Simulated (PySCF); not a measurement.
# F2Pb (Pb(F)22+): the cost of one run

Program: PySCF 2.14.0. Level of theory: several levels, as the steps say, no spin–orbit coupling. These are calculated values, not measurements.

1 further run of the same task is left out (for a known fault of the program).

**1. Starting geometry**

3 atoms, charge 2, spin multiplicity 1.

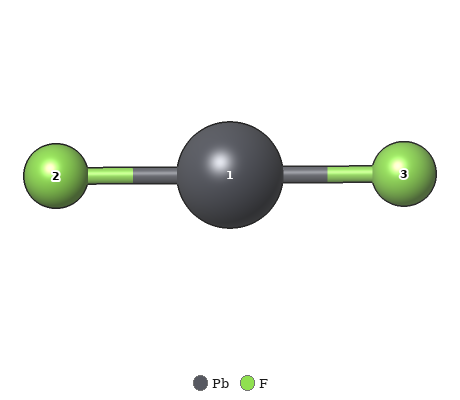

The geometry (lead dark grey, fluorine green); atoms are numbered from 1 in the order of the file.

Geometry (Å):

| atom | x (Å) | y (Å) | z (Å) |
| --- | --- | --- | --- |
| Pb1 | 0.0000 | 0.0000 | 0.3882 |
| F2 | 1.9376 | 0.0000 | 0.3889 |
| F3 | -1.9376 | 0.0000 | 0.3889 |

Formal oxidation states: Pb +4. An earlier session relaxed this geometry at PBE0, Pb def2-SVP with ECP60, F def2-SVP (singlet, point group D∞h).

At PBE0 on the finer grid: E = -391.176100 Eh, HOMO -26.29 eV, LUMO -20.96 eV, Mulliken charge on Pb1 +2.09 e, largest force component 0.014 eV/Å. 

Levels to run: wB97X; TPSSh; PBE0, TZVP. Hardware: 2 threads of Arm Neoverse V2, shared host.

**2. wB97X**

File run.py (the lines that set the calculation):

```python
mol = gto.M(atom='''
Pb     0.00000     0.00000     0.38820
F      1.93757     0.00000     0.38888
F     -1.93757     0.00000     0.38888''',
    basis={'Pb': 'def2-SVP', 'F': 'def2-SVP'},
    ecp={'Pb': 'def2-SVP'},
    charge=2, spin=0)
mf = dft.RKS(mol, xc='WB97X')
mf.grids.atom_grid = (75, 302)
mf = mf.density_fit()  # fitting sets: Pb def2-universal-JKFIT, F def2-universal-JKFIT
mf.conv_tol = 1e-08; mf.max_cycle = 55
mf.kernel(dm0)  # dm0: the density of the relaxed state
```

On the command line:

```
$ OMP_NUM_THREADS=2 python run.py
```

**Question.** How long does this run take on 2 threads of Arm Neoverse V2, shared host?

About 1.2 s.
